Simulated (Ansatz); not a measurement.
# F3Si with multiplicity 2: inversion of the pyramid at Si2, part 2 of 2

Wanted: the energy profile along the inversion of the pyramid at Si2, from relaxed end points and a band of images. SMILES of the start: F[Si](F)F.

Ansatz 0.2.0; UKS r2SCAN-D4/6-31G*.

### Step 7. Another band, settings changed

crystal.atoms is end A as relaxed above, and neb.final_atoms is end B, turned to lie on A. With 4 inner images the band has 6 in all. The start path is listed, through a guess of the saddle.

Input file input.yaml:

```yaml
crystal:
  periodic: [false, false, false]
  atoms:
    - { symbol: F, position_ang: [0.793034, -0.512212, 1.163179] }
    - { symbol: Si, position_ang: [-0.286213, 0.215581, 0.237101] }
    - { symbol: F, position_ang: [-1.004203, -0.901432, -0.651053] }
    - { symbol: F, position_ang: [0.497382, 1.198063, -0.749227] }
magnetization:
  spin_polarized: true
  initial_magnetization: 1
basis:
  gaussian: { orbitals: "6-31G*" }
hamiltonian:
  xc: r2scan
  dispersion: d4
neb:
  order_check: false
  images: 4
  f_tol: 0.05
  max_iterations: 60
  climbing: false
  final_atoms:
    - { symbol: F, position_ang: [0.60233034, -0.36841533, 1.32125547] }
    - { symbol: Si, position_ang: [0.28595077, -0.21584861, -0.237174] }
    - { symbol: F, position_ang: [-1.19498709, -0.75757433, -0.49290886] }
    - { symbol: F, position_ang: [0.30670598, 1.34183827, -0.5911726] }
  initial_path:
    images:
      - { positions_ang: [[0.793034, -0.512212, 1.163179], [-0.286213, 0.215581, 0.237101], [-1.004203, -0.901432, -0.651053], [0.497382, 1.198063, -0.749227]] }
      - { positions_ang: [[0.82449117, -0.42849704, 1.2423174], [-0.1902861, 0.07607851, 0.17173724], [-1.0984503, -0.8453319, -0.69827343], [0.46424524, 1.19775043, -0.71578121]] }
      - { positions_ang: [[0.85594834, -0.34478208, 1.32145579], [-0.0943592, -0.06342398, 0.10637348], [-1.19269761, -0.78923181, -0.74549386], [0.43110847, 1.19743786, -0.68233541]] }
      - { positions_ang: [[0.8178076, -0.31602275, 1.35307109], [0.02007355, -0.1497099, 0.01151848], [-1.23085443, -0.76046027, -0.71386503], [0.39297327, 1.22619292, -0.65072454]] }
      - { positions_ang: [[0.71006897, -0.34221904, 1.33716328], [0.15301216, -0.18277926, -0.11282776], [-1.21292076, -0.7590173, -0.60338695], [0.34983963, 1.28401559, -0.62094857]] }
      - { positions_ang: [[0.60233034, -0.36841533, 1.32125547], [0.28595077, -0.21584861, -0.237174], [-1.19498709, -0.75757433, -0.49290886], [0.30670598, 1.34183827, -0.5911726]] }
```

Launch:

```sh
$ ansatz run input.yaml --threads 1 --pin off --max-ram 2048MiB --backend cpu --events-out ev --progress --plain --runs-dir out
```

What it wrote, cut to the lines that bear on the results:

```text
Warning: RAYON_NUM_THREADS=1 ignored (pool sized by the plan → 1); use --threads N
[...]
Functional definition: r2SCAN
[...]
582 factors; their error is unknown
[...]
mean field -16026.94149467 eV, -588.9792364781 hartree, gradient 2.5e-5 eV, S^2 0.751669; 0 other end points of the search recorded, 0 dependent functions left out
[...]
reference -16026.94150578 eV, -588.9792368862 hartree; 21, 20 occupied and 43, 44 virtual orbitals, 582 factors
582 factors; their error is unknown
[...]
mean field -16026.94149467 eV, -588.9792364781 hartree, gradient 8.3e-5 eV, S^2 0.751669; 0 other end points of the search recorded, 0 dependent functions left out
[...]
reference -16026.94150578 eV, -588.9792368862 hartree; 21, 20 occupied and 43, 44 virtual orbitals, 582 factors
NEB end point (image 0): max|allowed force component| = 3.174e-3 eV/Å (the criterion of neb.relax_end_points is 1.000e-2)
[...]
reference -16026.46834509 eV, -588.9618485517 hartree; 21, 20 occupied and 43, 44 virtual orbitals, 582 factors
NEB iter   1: max|band force component| = 1.914e0 eV/Å  barrier→ = 1.3854 eV  barrier← = 1.3854 eV  Δτ_max = 0.0344 Å  (163 SCF iters)
[...]
NEB iter   4: max|band force component| = 5.894e-2 eV/Å  barrier→ = 1.1749 eV  barrier← = 1.1749 eV  Δτ_max = 0.0019 Å  (131 SCF iters)
[...]
NEB iter   5: max|band force component| = 4.635e-2 eV/Å  barrier→ = 1.1745 eV  barrier← = 1.1745 eV  Δτ_max = 0.0000 Å  (216 SCF iters)
Total energy: -16025.78005040 eV, -588.9365541882 hartree
Atom 0 at     0.831579    -0.316837     1.390002 Å, force    -0.903459     0.668054     0.719889 eV/Å
Atom 1 at     0.039282    -0.162493    -0.004286 Å, force     2.383117    -1.811306    -1.969596 eV/Å
Atom 2 at    -1.265805    -0.771058    -0.726772 Å, force    -0.872620     0.676256     0.750663 eV/Å
Atom 3 at     0.394944     1.250389    -0.658944 Å, force    -0.607038     0.466996     0.499044 eV/Å
Dipole moment:    -0.135502     0.045468     0.124180 e Å
this run last wrote the band of iteration 5 to <dir>
```

It took 49 s on 1 thread of AMD EPYC 9R45 (Zen 5), shared host; peak memory 0.17 GiB.

### Step 8. Images and barrier

Images 0 and 5 are the ends. Energies count from image 0; the path length is the program's own measure over all atoms.

```
image  path (Å)  energy (eV)  sum of angles at Si2 (°)  band force (eV/Å)
    0     0.000       0.0000                     323.7                  -
    1     0.261       0.2667                     339.8              0.016
    2     0.522       1.1711                     357.2              0.040
    3     0.783       1.1745                     357.2              0.046
    4     1.045       0.2680                     339.8              0.021
    5     1.306       0.0000                     323.7                  -
```

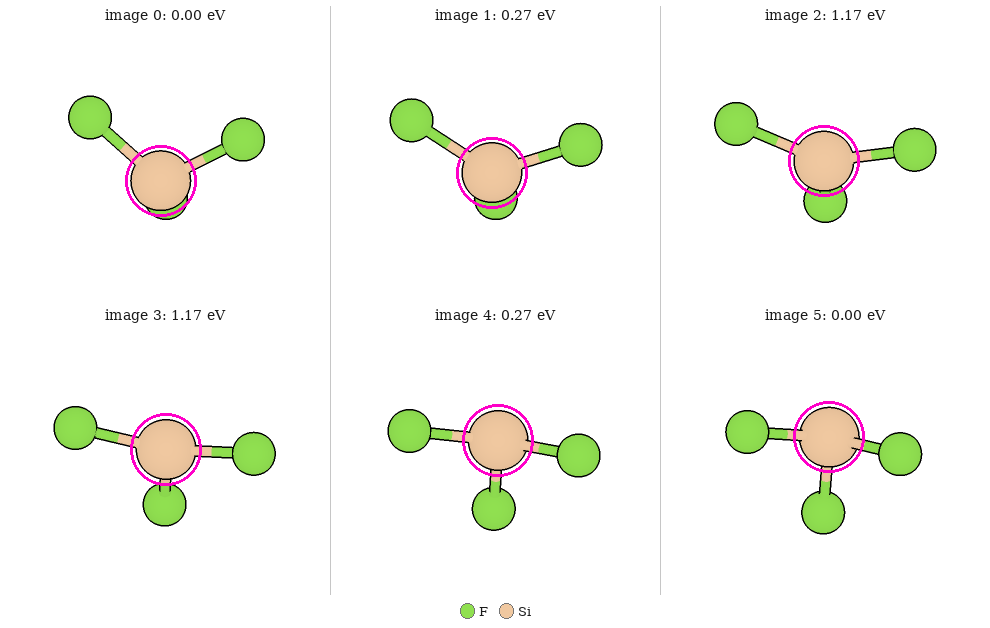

The images of the last band, seen from a free direction. Ringed: Si2. Sticks join atoms closer than a bonding distance in each image.

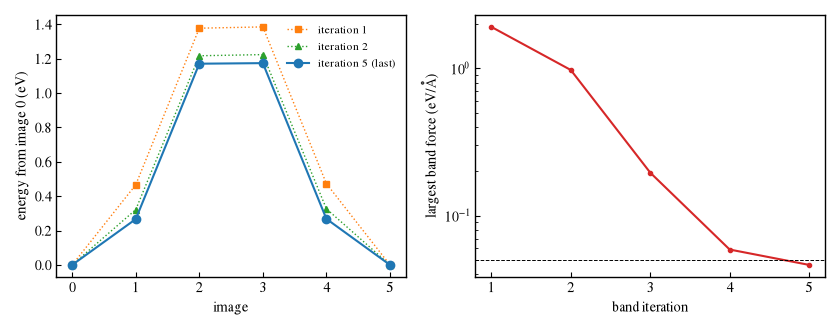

Left: energy of each image for early iterations and the last one (lines only join the points; early values far above the last band run off the scale). Right: the largest band force by iteration, with the threshold dashed.

### Step 9. Summary of results

What follows sums up all 2 parts.

```
                                quantity                                                                    value
                                   end A                                                  3 moves, 0.060 eV lower
                                   end B                                                  3 moves, 0.060 eV lower
            first band: barrier forwards                                                                  1.36 eV
           first band: barrier backwards                                                                  1.36 eV
first band: second end relative to first                                                                 0.000 eV
               first band: highest image                                                    4 of 0 to 8, climbing
             first band: band iterations                                                                        6
              imaginary modes at the top                                                                452i cm⁻¹
                             second band  top 1.174 eV above image 0, 5 iterations, 4 inner images, none climbing
             time, first and second band                                                            98 s and 49 s
```

In the first band: the barrier from the first end is 1.36 eV, 53 times kT at 300 K; with a typical attempt rate of 10^13 per second that is roughly 10^-10 events a second. The ends differ by 1 meV at most. One imaginary mode, as a first-order saddle point has. The second band's top lies 188 meV below the first's, as a band that doesn't climb stops under the top. These are electronic energies, with no zero-point or thermal terms.
